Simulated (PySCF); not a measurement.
**C$_{5}$H$_{5}$F$_{5}$ (SMILES FC(F)(F)C(F)(F)C1CC1): density, localisation and related maps**

```csv
atom,x (Å),y (Å),z (Å)
F,-2.2116,-1.3468,0.4247
C,-1.9392,-0.2737,-0.3239
F,-1.6011,-0.7165,-1.5382
F,-3.0595,0.4295,-0.4478
C,-0.7776,0.5471,0.2981
F,-0.5699,1.6271,-0.4919
F,-1.2165,1.0380,1.4885
C,0.4635,-0.2873,0.4721
C,1.4135,-0.4330,-0.6816
C,1.8017,0.3954,0.4993
H,0.2891,-1.1296,1.1291
H,1.1656,0.0720,-1.6026
H,1.8795,-1.3953,-0.8205
H,1.8186,1.4681,0.3864
H,2.5393,0.0130,1.1865
```

Geometry: GFN2-xTB, NEB image 0 of 0 to 8.

These are results of PBE0/pcSseg-1, SCF density, gas phase, non-relativistic (PySCF 2.14.0), not measurements.

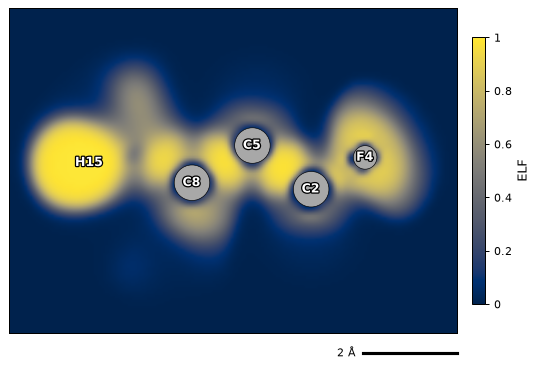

Figure 1. ELF on the plane of atoms F4, C2 and C5. Grey discs cover the atomic cores.

> What does the map show?

The plane passes through C, F and H nuclei.
C–F (1.33 Å): the ELF peaks at about 0.85 between the atoms: a shared but strongly polarised pair.
C–C (1.51 Å): the ELF peaks at about 0.95 between the atoms; a covalent bond.
C–C (1.55 Å): the ELF peaks at about 1 between the atoms, as expected for localised, covalent bonding.
The ELF also peaks beside F4, away from the bonds: lone-pair regions.

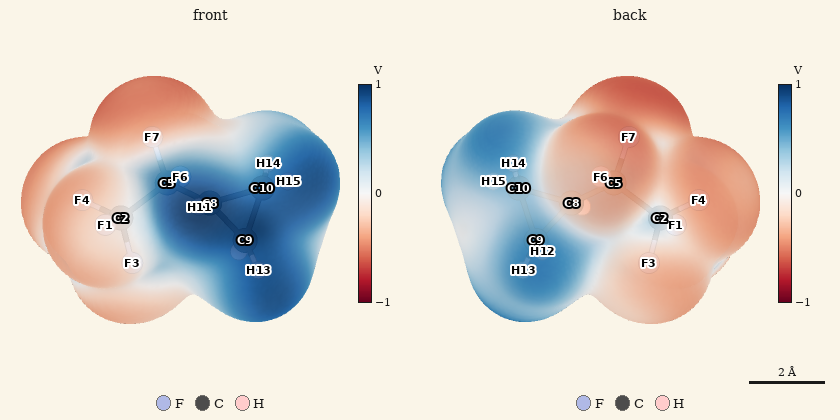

Figure 2. The molecular electrostatic potential painted on the density surface at 0.001 e/bohr³, seen from the front and from behind; the colour scale runs from red (negative) to blue (positive).

> Describe the electrostatic potential map.

The most negative region (about −0.6 V, or −14 kcal/mol for a unit charge) lies over F7, the most positive (about +1.0 V, or +23 kcal/mol for a unit charge) over C8, C9, C10 and H11.

> How polar is the molecule by this calculation?

Its dipole moment is 2.60 D.
